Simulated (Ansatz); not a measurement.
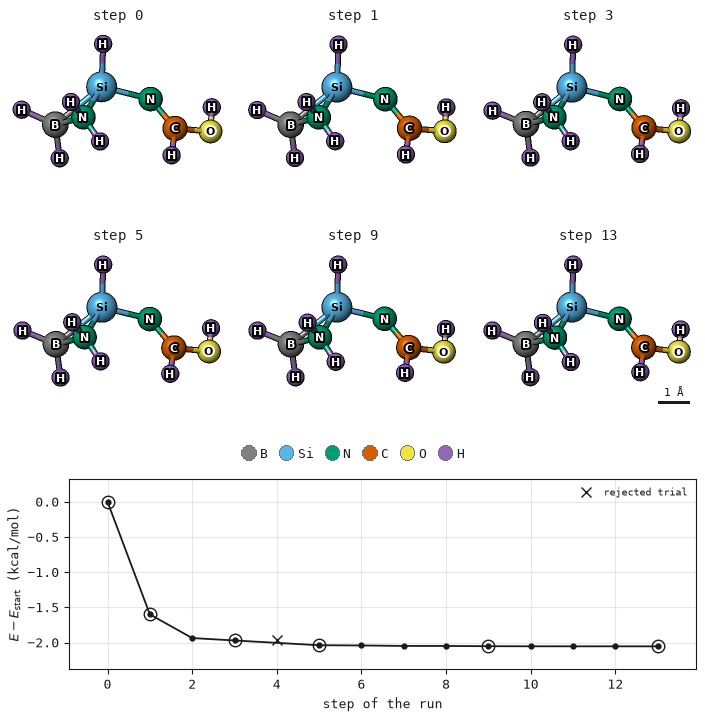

Frames of a relaxation of CH₇BN₂OSi, marked on the history of the run. A ball-and-stick model, seen at a tilt.

The start comes from PBE-D4/def2-SVP.

Computed with RKS PBE0-D4/def2-TZVP (Ansatz). Settings: force threshold 0.005 eV/Å; at most 150 steps.

### Describe the path.

Over 12 accepted moves (13 points after the start) the energy falls by 2.05 kcal/mol. Largest force component: 0.87 eV/Å at the start, 0.0043 eV/Å at the end. The line search rejected the trial step at point 4 of the run. The largest move after the best rigid fit is that of an H atom, 0.14 Å. By element the largest moves are H 0.14 Å, O 0.07 Å, C 0.06 Å, N 0.06 Å, B 0.04 Å, Si 0.04 Å. Near-neighbour distances that change, for instance: N–Si 1.945 → 1.878 Å, B–Si 1.986 → 1.953 Å, C–H 1.115 → 1.095 Å, N–Si 1.729 → 1.709 Å. Among the angles between lasting bonds that change: Si–N–C 137.8° → 134.8°, Si–B–H 117.1° → 119.5°. From step 0 to 1: an H atom moves most (0.03 Å), energy −1.60 kcal/mol. From step 1 to 3: the B atom moves most (0.04 Å), energy −0.37 kcal/mol. From step 3 to 5: an H atom moves most (0.02 Å), energy −0.07 kcal/mol. From step 5 to 9: an H atom moves most (0.05 Å), energy −0.01 kcal/mol. From step 9 to 13: an H atom moves most (0.03 Å), energy 0.00 kcal/mol.

```tsv
step	E − E(0), kcal/mol	largest force component, eV/Å	note
0	0.00	0.8653	
1	-1.60	0.3098	
2	-1.94	0.1325	
3	-1.97	0.1289	
4	-1.97	0.2688	rejected
5	-2.04	0.0283	
6	-2.04	0.0432	
7	-2.05	0.0174	
8	-2.05	0.0210	
9	-2.05	0.0073	
10	-2.05	0.0081	
11	-2.05	0.0088	
12	-2.05	0.0110	
13	-2.05	0.0043
```
